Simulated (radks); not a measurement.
The Pb²⁺ ion; electrons: [Xe] 4f14 5d10 6s1 6p1 (open shells shared over both j by 2j + 1). The calculation used the in-house radial solver radks at this level: Dirac Kohn-Sham, PBEsol, spin-unpolarised, spherical densities, finite nucleus.

Wanted: the number of electrons inside radius r (solid) and the radial density 4πr²ρ (dashed).

The count levels off at 80 electrons. Half of them lie within 0.360 bohr, 90 % within 1.25 bohr and 99 % within 2.70 bohr. The radial density has minima at 0.0213, 0.0884 and 0.250 bohr, where the count stands at 2.0, 11.1 and 30.0; these part the shells that the density resolves.

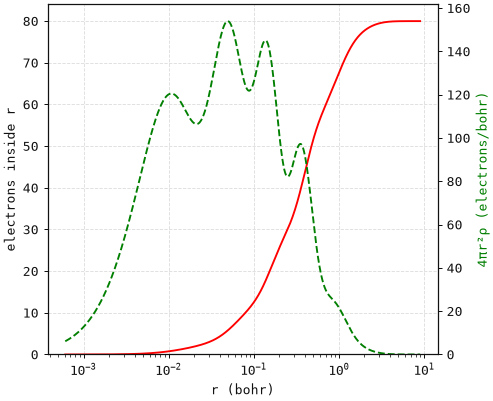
